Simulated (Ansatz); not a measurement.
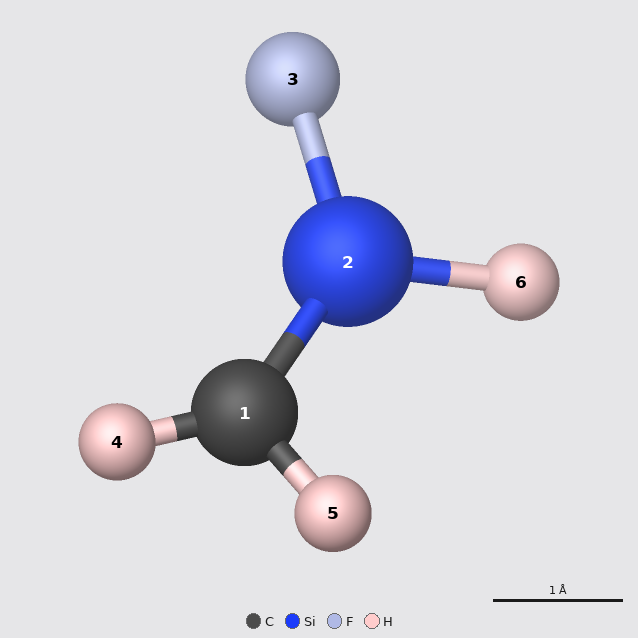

Simulated data, not a measurement (program: Ansatz).

Atoms carry their numbers in the input. Geometry: a frame of the PBE0-D4/def2-SVP trajectory.

### What is the geometry at Si2?

Si2 has 3 neighbours (C1 at 1.65, F3 at 1.63, H6 at 1.40 Å); the arrangement is trigonal planar.

### Describe the coordination of atom 1.

C1 has 3 neighbours (Si2 at 1.65, H4 at 1.03, H5 at 1.11 Å); the arrangement is trigonal planar.
